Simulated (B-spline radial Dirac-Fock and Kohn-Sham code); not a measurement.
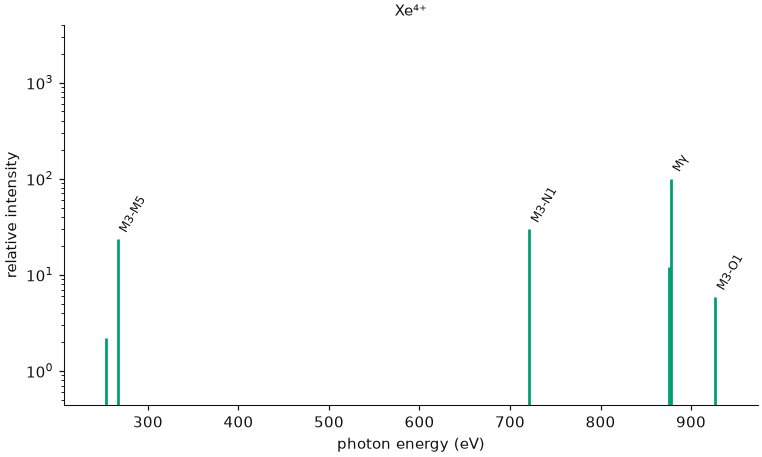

X-ray emission lines that fill an M3 (3p3/2) hole, as sticks, on a logarithmic intensity axis. Multiplet splitting by the open shell is left out. It refers to the ion Xe⁴⁺ ([Kr] 4d10 5s2 5p2), inside a Watson sphere of charge −4 and radius 2.2 Å that stands in for a crystal. Computed with a B-spline radial atomic code: independent-particle rates on relativistic LDA orbitals of the hole state (multipoles to L = 3), energies from Dirac–Fock ΔSCF. Widths ruled by Coster–Kronig decay come out up to twice the measured ones in this model.

Q: Which line is the strongest, where is it and what share of the photons does it carry?

A: M3-N5 (Mγ) at 878.1 eV, 57.8 % of the radiative decays.

Q: What are the natural width, lifetime and fluorescence yield of the M3 hole?

A: Width 4.83 eV, lifetime 0.136 fs, fluorescence yield 9.41 × 10⁻⁴.
